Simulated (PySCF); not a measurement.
Vertical excitations of a molecule GeH6O2Si from TDA-LC-ωPBE/def2-SVPD run with PySCF, as energy in eV (oscillator strength): 7.70 (0.001), 7.95 (0.007), 8.05 (0.039), 8.51 (0.014), 8.67 (0.009), 8.84 (0.023), 9.02 (0.143), 9.13 (0.013), 9.24 (0.063), 9.36 (0.027). Lowest triplet (TDA): 7.18 eV. Geometry: PBE0-D3(BJ)/def2-SVP. One conformer was computed; it need not be the lowest.

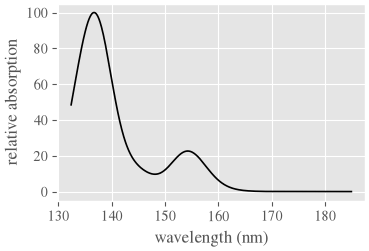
Fig. 1. The lines broadened by 0.4 eV.

### Question
Which structure fits?
(A) [OH][GeH2][O][SiH3]
(B) O[SiH](O)[GeH3]
(C) [OH][GeH]([OH])[SiH3]
(D) O[SiH2][GeH2][OH]

### Answer
A, [OH][GeH2][O][SiH3]
